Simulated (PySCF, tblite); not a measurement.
# C₅H₁₃BOSi₂: geometry, infrared bands and NMR shifts

Wanted: the infrared bands and NMR shifts of C₅H₁₃BOSi₂ (`[SiH3]C[C@@H]1BC=CO[SiH2]C1`), by calculation.

Programs: tblite 0.8.0 and PySCF 2.14.0, with density-fitted response routines of our own. Each step states its level of theory. These are calculated values for one molecule in the gas phase, unless marked as measured. Atoms count from 0, in the outputs and in this text.

### Step 1. Starting geometry

22 atoms, charge 0, multiplicity 1; geometry from: force field or distance geometry start.

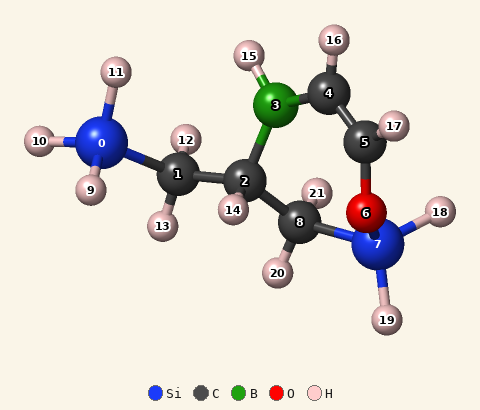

The starting geometry (silicon blue, carbon dark grey, boron green, oxygen red, hydrogen pink), atoms numbered.

### Step 2. Optimising the geometry with GFN2-xTB

The job: settings as JSON, then the geometry in Å.

```
{"job": {"kind": "relax", "xc": "GFN2-xTB", "basis": "xTB"}, "charge": 0, "multiplicity": 1}
Si     2.844600    -1.286600    -0.222300
C      1.786000     0.178000    -0.803600
C      0.423900     0.230200    -0.094200
B     -0.550700    -0.946400    -0.618200
C     -1.818400    -1.437500     0.196300
C     -2.397700    -0.813800     1.224900
O     -2.041900     0.461200     1.693500
Si    -1.782500     1.850800     0.673100
C     -0.234100     1.597900    -0.355200
H      3.014900    -1.211700     1.240000
H      4.144800    -1.232000    -0.884600
H      2.164900    -2.550200    -0.566800
H      1.668600     0.129900    -1.888500
H      2.379500     1.086100    -0.554600
H      0.572800     0.124100     0.999000
H     -0.188200    -1.634400    -1.492000
H     -2.213500    -2.395900    -0.101000
H     -3.177900    -1.343500     1.757900
H     -2.949500     2.020300    -0.211900
H     -1.623300     3.047800     1.509000
H      0.459400     2.421400    -0.070200
H     -0.492100     1.723800    -1.431200
```

Started as:

```
$ OMP_NUM_THREADS=1 python probes_run.py task.json out
```

One launch serves the whole session: the jobs run in the order shown.

Output:

```text
step      E/eV     max force
  0    -709.87552    1.718
  1    -710.04345    1.063
  2    -710.14773    0.872
  3    -710.19659    0.678
  4    -710.23793    0.572
  5    -710.25804    0.469
  6    -710.28715    0.450
  7    -710.31196    0.377
  8    -710.32875    0.329
  9    -710.33865    0.186
 10    -710.34467    0.168
 11    -710.35010    0.172
 12    -710.35513    0.148
 13    -710.35864    0.135
 14    -710.36116    0.128
 15    -710.36341    0.135
 16    -710.36598    0.122
 17    -710.36874    0.124
 18    -710.37129    0.114
 19    -710.37358    0.138
 20    -710.37583    0.128
 21    -710.37803    0.097
 22    -710.37996    0.102
 23    -710.38153    0.091
 24    -710.38307    0.119
 25    -710.38505    0.144
 26    -710.38743    0.129
 27    -710.38954    0.094
 28    -710.39093    0.066
 29    -710.39188    0.068
 30    -710.39291    0.068
 31    -710.39419    0.075
 32    -710.39532    0.064
 33    -710.39603    0.046
 34    -710.39649    0.047
 35    -710.39689    0.049
 36    -710.39722    0.041
 37    -710.39743    0.026
 38    -710.39754    0.022
 39    -710.39762    0.023
 40    -710.39772    0.025
 41    -710.39784    0.023
 42    -710.39795    0.020
 43    -710.39805    0.021
 44    -710.39815    0.018
 45    -710.39827    0.021
 46    -710.39840    0.020
 47    -710.39850    0.018
 48    -710.39858    0.019
 49    -710.39868    0.024
 50    -710.39883    0.030
 51    -710.39902    0.029
 52    -710.39923    0.034
 53    -710.39943    0.031
 54    -710.39966    0.036
 55    -710.39988    0.034
 56    -710.40004    0.023
 57    -710.40015    0.026
 58    -710.40024    0.026
 59    -710.40034    0.022
 60    -710.40043    0.019
 61    -710.40050    0.016
 62    -710.40055    0.013
 63    -710.40059    0.014
 64    -710.40062    0.011
 65    -710.40064    0.009
```

Wall time 1.1 s (1 thread of Arm Neoverse N1, shared host); peak memory 0.18 GiB.

Step by step: (not every step is listed)

```csv
step,energy from step 0 (eV),largest force (eV/Å)
0,0.0000,1.7182
1,-0.1679,1.0634
2,-0.2722,0.8722
3,-0.3211,0.6779
4,-0.3624,0.5725
5,-0.3825,0.4688
6,-0.4116,0.4495
7,-0.4364,0.3768
8,-0.4532,0.3294
13,-0.4831,0.1347
18,-0.4958,0.1145
23,-0.5060,0.0915
28,-0.5154,0.0660
33,-0.5205,0.0463
38,-0.5220,0.0216
43,-0.5225,0.0212
48,-0.5231,0.0191
53,-0.5239,0.0311
58,-0.5247,0.0258
60,-0.5249,0.0188
61,-0.5250,0.0163
62,-0.5250,0.0134
63,-0.5251,0.0136
64,-0.5251,0.0107
65,-0.5251,0.0092
```

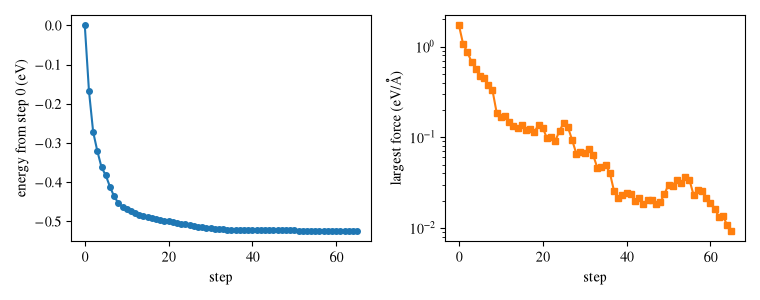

Energy and force, step by step.

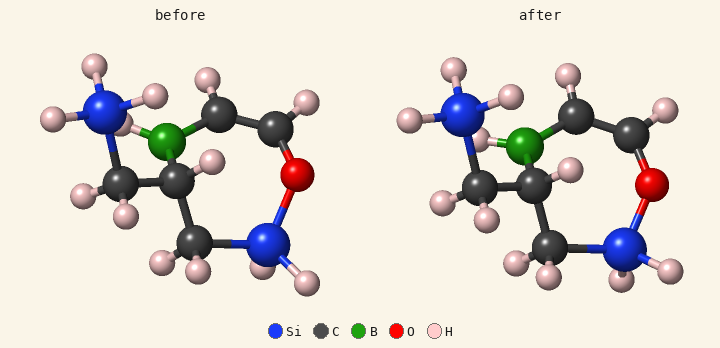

The geometry before (left) and after (right).

Distances of close pairs at the start and the end, largest changes first:

```csv
bond,before (Å),after (Å),change (Å)
O6–Si7,1.743,1.635,-0.109
C5–O6,1.404,1.336,-0.068
B3–C4,1.585,1.535,-0.050
C2–B3,1.615,1.586,-0.029
Si7–C8,1.876,1.900,+0.025
C8–H21,1.114,1.092,-0.021
C8–H20,1.114,1.093,-0.020
C1–H13,1.113,1.095,-0.018
```

The final coordinates are the input of the step that follows.

### Step 3. Vibrational analysis with GFN2-xTB

The job: settings as JSON, then the geometry in Å.

```
{"job": {"kind": "ir", "xc": "GFN2-xTB", "basis": "xTB"}, "charge": 0, "multiplicity": 1}
Si     2.824243    -1.329134    -0.214757
C      1.823596     0.195438    -0.739697
C      0.428985     0.240021    -0.101677
B     -0.519980    -0.932831    -0.591801
C     -1.670994    -1.464501     0.274044
C     -2.381302    -0.785632     1.182905
O     -2.268160     0.514496     1.469462
Si    -1.824144     1.842182     0.625628
C     -0.265870     1.584617    -0.431213
H      3.050900    -1.292880     1.234115
H      4.120519    -1.313314    -0.900700
H      2.108306    -2.562630    -0.549477
H      1.721190     0.217951    -1.827395
H      2.378430     1.099155    -0.465496
H      0.562209     0.210957     0.987121
H     -0.341716    -1.413575    -1.648827
H     -1.965024    -2.500570     0.154593
H     -3.166002    -1.253615     1.774059
H     -2.954643     2.217284    -0.230531
H     -1.616036     2.738181     1.757432
H      0.444697     2.397900    -0.260579
H     -0.499616     1.609886    -1.498056
```

Output:

```text
mode    cm-1     km/mol
  1      41.1      0.94
  2      69.5      0.08
  3      90.1      0.35
  4     105.5      0.58
  5     136.0      2.68
  6     189.1      5.75
  7     219.5      6.32
  8     272.5      2.78
  9     284.1      2.67
 10     327.7      4.58
 11     365.3      3.17
 12     433.5      4.40
 13     491.9     54.76
 14     507.1     47.34
 15     552.1     71.61
 16     622.4     17.28
 17     657.2     25.81
 18     697.7     87.11
 19     714.2     50.65
 20     739.6     64.72
 21     758.0    265.84
 22     763.9     13.89
 23     766.9     92.53
 24     782.9     51.16
 25     787.8    207.10
 26     793.8     87.13
 27     795.9    295.54
 28     802.1    267.46
 29     834.2    212.79
 30     901.9     10.46
 31     919.9     15.45
 32     953.0     22.43
 33    1030.1      1.09
 34    1061.5     39.48
 35    1084.3     21.54
 36    1098.2     62.10
 37    1131.7     74.32
 38    1187.9    113.87
 39    1213.8     19.51
 40    1275.7      7.60
 41    1281.4     91.79
 42    1301.0     27.61
 43    1345.7      3.26
 44    1358.3     51.16
 45    1483.6      1.37
 46    1492.4      1.56
 47    1618.8    276.62
 48    2224.8    328.08
 49    2235.7    416.60
 50    2238.7    333.27
 51    2253.2    212.48
 52    2309.6    262.57
 53    2600.1    147.47
 54    2901.6     40.02
 55    2924.1     56.00
 56    2939.8     66.39
 57    2962.1     20.46
 58    2968.4     59.20
 59    2977.0     54.44
 60    3041.9     43.87
```

Run time: 2 s. Hardware: 1 thread of Arm Neoverse N1, shared host; peak memory 0.18 GiB.

The strongest bands and the atoms that carry them (share of the mass-weighted mode):

```csv
cm⁻¹,km/mol,atoms
758,265.8,"H19 43 %, H18 40 %"
796,295.5,"H9 33 %, H11 27 %, H10 22 %"
802,267.5,"H11 18 %, H16 13 %"
1619,276.6,"C5 50 %, C4 46 %"
2225,328.1,H18 95 %
2236,416.6,"H9 82 %, H10 11 %"
2239,333.3,H10 84 %
2310,262.6,H19 96 %
```

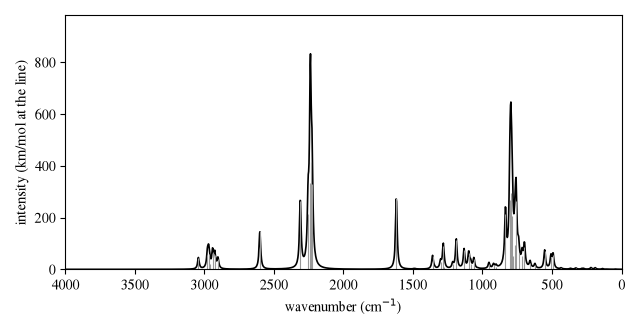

The infrared spectrum from these modes, unscaled. Lines are broadened to a width of 14 cm⁻¹ (Lorentzian).

### Step 4. Nuclear shieldings: PBE0/pcSseg-1

The job, as its differences from that of step 3:

```diff
@@ -1,2 +1,2 @@
-{"job": {"kind": "ir", "xc": "GFN2-xTB", "basis": "xTB"}, "charge": 0, "multiplicity": 1}
+{"job": {"kind": "nmr", "xc": "PBE0", "basis": "pcSseg-1"}, "charge": 0, "multiplicity": 1}
 Si     2.824243    -1.329134    -0.214757
```

Method: GIAO PBE0/pcSseg-1 NMR shielding, non-relativistic, gas phase.

Output:

```text
coarse grid: 18912 points
cycle   1  E = -876.5858050451  dE =  9.955e-01  |g| = 7.118e-01  |ddm| = 4.194e+00
cycle   2  E = -876.5029403417  dE =  8.286e-02  |g| = 9.653e-01  |ddm| = 1.346e+00
cycle   3  E = -876.6916380293  dE = -1.887e-01  |g| = 9.146e-02  |ddm| = 8.597e-01
cycle   4  E = -876.6928947721  dE = -1.257e-03  |g| = 4.511e-02  |ddm| = 1.014e-01
cycle   5  E = -876.6933288922  dE = -4.341e-04  |g| = 1.502e-02  |ddm| = 4.787e-02
cycle   6  E = -876.6933771446  dE = -4.825e-05  |g| = 5.115e-03  |ddm| = 1.658e-02
cycle   7  E = -876.6933839736  dE = -6.829e-06  |g| = 6.067e-04  |ddm| = 4.904e-03
final grid: 172144 points
cycle   8  E = -876.7541852817  dE = -3.741e-05  |g| = 1.109e-02  |ddm| = 3.551e-02
cycle   9  E = -876.7541532544  dE =  3.203e-05  |g| = 1.663e-02  |ddm| = 2.224e-02
cycle  10  E = -876.7542118677  dE = -5.861e-05  |g| = 1.979e-03  |ddm| = 1.405e-02
cycle  11  E = -876.7542127440  dE = -8.763e-07  |g| = 3.725e-04  |ddm| = 2.000e-03
cycle  12  E = -876.7542127739  dE = -2.999e-08  |g| = 1.316e-04  |ddm| = 4.276e-04
cycle  13  E = -876.7542127782  dE = -4.289e-09  |g| = 3.413e-05  |ddm| = 1.427e-04
cycle  14  E = -876.7542127785  dE = -2.669e-10  |g| = 9.396e-06  |ddm| = 3.645e-05
converged SCF energy = -876.7542127785

GIAO shielding tensors (ppm)
atom      isotropic    diamagn.    paramagn.     s11        s22        s33       span
  0 Si     421.516     879.692    -458.176    394.263    401.068    469.217     74.954
  1 C      164.156     250.305     -86.149    141.530    162.156    188.782     47.252
  2 C      154.509     253.695     -99.186    137.633    154.709    171.185     33.552
  3 B       26.936     194.014    -167.078    -35.648      0.806    115.649    151.297
  4 C       66.706     261.763    -195.057    -50.155     92.543    157.729    207.884
  5 C       18.299     246.551    -228.252    -89.553     40.547    103.903    193.457
  6 O      185.998     396.608    -210.610     98.527    150.705    308.762    210.234
  7 Si     364.382     879.951    -515.569    304.744    370.154    418.247    113.503
  8 C      162.779     254.876     -92.097    123.757    172.289    192.290     68.533
  9 H       27.977      29.468      -1.491     24.628     26.434     32.870      8.242
 10 H       27.756      28.263      -0.508     24.268     25.146     33.853      9.585
 11 H       28.062      29.294      -1.232     24.321     27.273     32.591      8.269
 12 H       30.472      32.120      -1.647     26.473     29.536     35.408      8.935
 13 H       30.803      32.033      -1.230     26.118     30.066     36.225     10.108
 14 H       29.702      37.262      -7.560     24.082     31.775     33.249      9.167
 15 H       24.885      33.012      -8.128     18.924     27.264     28.467      9.543
 16 H       25.880      31.456      -5.575     24.617     25.586     27.438      2.821
 17 H       24.546      27.630      -3.084     20.736     26.276     26.626      5.889
 18 H       26.615      28.340      -1.726     22.601     25.111     32.132      9.531
 19 H       26.664      29.234      -2.571     22.554     25.438     31.999      9.445
 20 H       30.544      32.967      -2.423     26.256     29.732     35.645      9.388
 21 H       30.510      33.171      -2.661     26.563     29.309     35.658      9.095
```

It took 1.9 min on 1 thread of Arm Neoverse N1, shared host; peak memory 1.1 GiB.

Shifts follow as δ = σ(reference) − σ, with reference shieldings (ppm) from runs at the same level and on the same kind of geometry: 1H TMS 31.72, 13C TMS 186.9, 29Si TMS 349.2, 17O H2O 336.1, 11B BF3·OEt2 100.1. The references are single molecules in the gas phase, so shifts against H2O, NH3, PH3, H3PO4 or CFCl3 are not on the usual liquid scales and can be off by tens of ppm. Atoms listed in one row are averaged.

```csv
atoms,environment,σ (ppm),δ (ppm),δ scaled to CDCl3
C5,alkene carbon bearing oxygen,18.3,168.6,162.7
C4,β carbon of an enol-ether or enamine type C=C,66.7,120.2,115.4
C2,sp3 CH bonded to B,154.5,32.4,29.7
C8,sp3 CH2 bonded to Si,162.8,24.1,21.7
C1,sp3 CH2 bonded to Si,164.2,22.8,20.3
H17,hydrogen on an alkene carbon bearing oxygen,24.55,7.17,6.87
H15,"hydrogen on a boron bonded to 2 C, in a 7-membered ring",24.88,6.83,–
H16,hydrogen on a β carbon of an enol-ether or enamine type C=C,25.88,5.84,5.61
H18,"hydrogen on a silicon bonded to C, O, in a 7-membered ring",26.61,5.10,–
H19,"hydrogen on a silicon bonded to C, O, in a 7-membered ring",26.66,5.05,–
"H9, H10, H11",hydrogen on a silicon bonded to C,27.93,3.79,–
H14,hydrogen on an sp3 CH bonded to B,29.70,2.01,2.00
H12,hydrogen on an sp3 CH2 bonded to Si,30.47,1.24,1.28
H21,hydrogen on an sp3 CH2 bonded to Si,30.51,1.21,1.24
H20,hydrogen on an sp3 CH2 bonded to Si,30.54,1.17,1.21
H13,hydrogen on an sp3 CH2 bonded to Si,30.80,0.91,0.97
Si7,"silicon bonded to C, O, 2 H, in a 7-membered ring",364.4,-15.2,–
Si0,"silicon bonded to C, 3 H",421.5,-72.4,–
B3,"boron bonded to 2 C, H, in a 7-membered ring",26.9,73.1,–
O6,"oxygen bonded to C, Si, in a 7-membered ring",186.0,150.1,–
```

The scaled column applies a straight-line fit of computed shieldings to shifts measured in CDCl3 (root-mean-square error 0.16 ppm for H, 1.9 ppm for C).

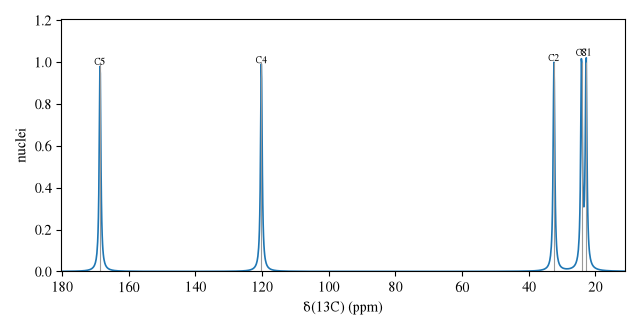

13C lines at the computed shifts, without couplings. Lines are broadened to a width of 0.58 ppm (Lorentzian).

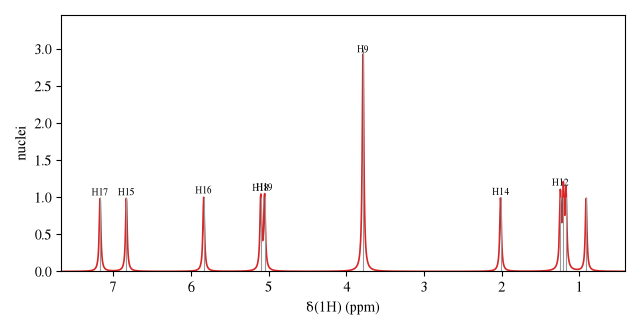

1H lines at the computed shifts, without couplings. Lines are broadened to a width of 0.03 ppm (Lorentzian).

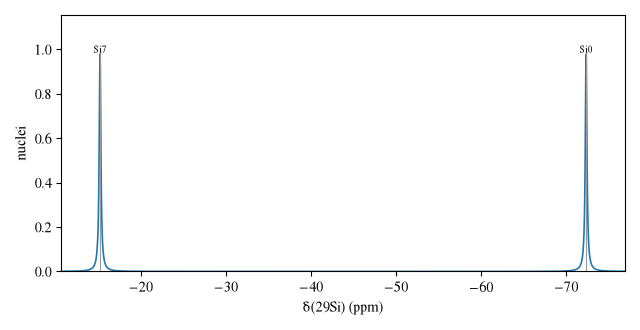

29Si lines at the computed shifts, without couplings. Lines are broadened to a width of 0.23 ppm (Lorentzian).

The run also stored atomic charges by several schemes (e):

```csv
atoms,Mulliken,IAO,Hirshfeld,ESP fit
Si0,0.49,0.59,0.31,0.38
C1,-0.45,-0.52,-0.15,-0.46
C2,-0.49,-0.22,-0.09,0.10
B3,0.41,0.12,0.14,0.54
C4,-0.47,-0.37,-0.17,-0.78
C5,0.25,0.13,0.07,0.30
O6,-0.58,-0.57,-0.18,-0.41
Si7,0.88,1.00,0.41,0.60
C8,-0.51,-0.55,-0.16,-0.36
```

IAO charges:

Si0 0.59; C1 -0.52; C2 -0.22; B3 0.12; C4 -0.37; C5 0.13; O6 -0.57; Si7 1.00; C8 -0.55; H9 -0.12; H10 -0.12; H11 -0.12; H12 0.14; H13 0.14; H14 0.13; H15 0.01; H16 0.16; H17 0.16; H18 -0.15; H19 -0.13; H20 0.15; H21 0.14

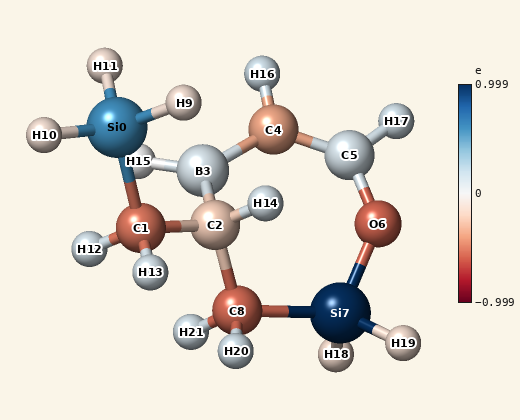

IAO charges, as colours on the atoms.

Mayer bond orders: Si0–C1 0.93, C1–C2 1.03, C2–B3 0.92, B3–C4 1.04, C4–C5 1.77, C5–O6 1.02, O6–Si7 0.87, Si7–C8 0.90, C8–C2 0.99.

Ring of atoms C2, B3, C4, C5, O6, Si7, C8: NICS(0) 0.1, NICS(1) -1.5, NICS(1)zz 3.0 ppm (means of both faces; NICS(1) differs between them: -2.7 and -0.2).

The two faces differ (NICS(1)zz 0.1 and 6.0 ppm).

Orbitals, density, ELF and potential are computed afterwards from the orbital file.

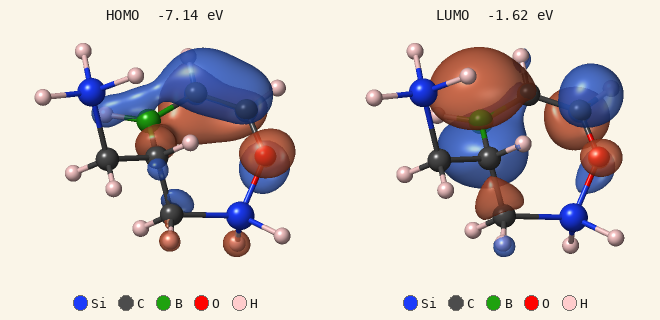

PBE0/pcSseg-1 orbitals near the gap, drawn at the value that encloses 70 % of each; the two colours are the two signs.

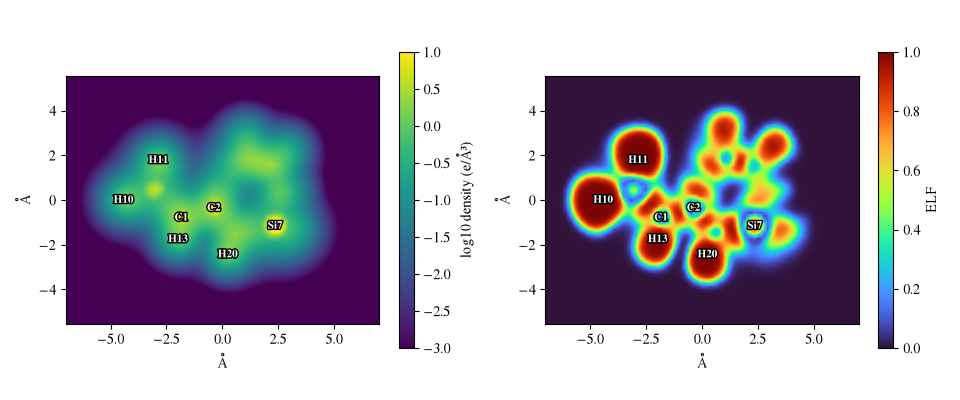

Density (left) and ELF (right) in a plane through or near 7 of the atoms.

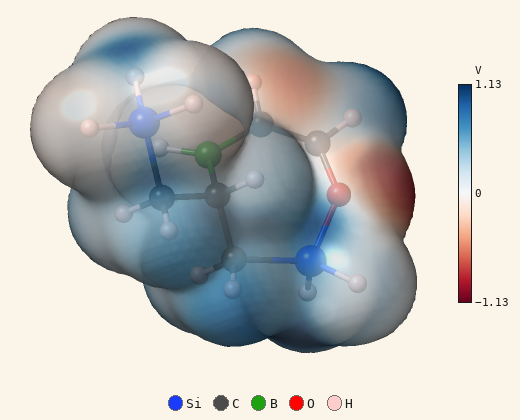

Electrostatic potential on the surface of density 0.002 e/bohr³; red is low, blue high. It runs from -0.71 V near O6 to 1.13 V near H18.

### Step 5. Results

| quantity | value |
| --- | --- |
| strongest single infrared mode (GFN2-xTB) | 2236 cm⁻¹, 417 km/mol |
| zero-point energy (GFN2-xTB) | 101.4 kcal/mol |
| 13C shifts against TMS (PBE0/pcSseg-1) | 168.6, 120.2, 32.4, 24.1, 22.8 ppm |
| 1H shifts against TMS (PBE0/pcSseg-1, means over atoms taken as alike) | 7.17, 6.83, 5.84, 5.10, 5.05, 3.79, 2.01, 1.24, 1.21, 1.17, 0.91 ppm |
| 29Si shifts against TMS (PBE0/pcSseg-1) | -15.2, -72.4 ppm |
| 11B shifts against BF3·OEt2 (PBE0/pcSseg-1) | 73.1 ppm |
| 17O shifts against H2O (PBE0/pcSseg-1) | 150.1 ppm |
| surface potential, least and greatest | -0.71 V and 1.13 V |

Relaxing lowered the energy by 0.525 eV in 65 steps; the close pair that moved most is O6–Si7, from 1.743 to 1.635 Å. No mode is imaginary among the 60: a minimum at this level. GFN2-xTB is a fitted tight-binding method: band positions and strengths are rough. Its intensities can rank the bands wrongly. C5 (alkene carbon bearing oxygen) lies farthest downfield among carbon, at 168.6 ppm; an sp2 carbon further deshielded by the attached heteroatom. The most deshielded hydrogen is H17 (hydrogen on an alkene carbon bearing oxygen), at 7.17 ppm: olefinic region. By nearest atom (PBE0/pcSseg-1), the HOMO sits on C4 34 %; O6 18 % and the LUMO on B3 38 %; C5 20 %.
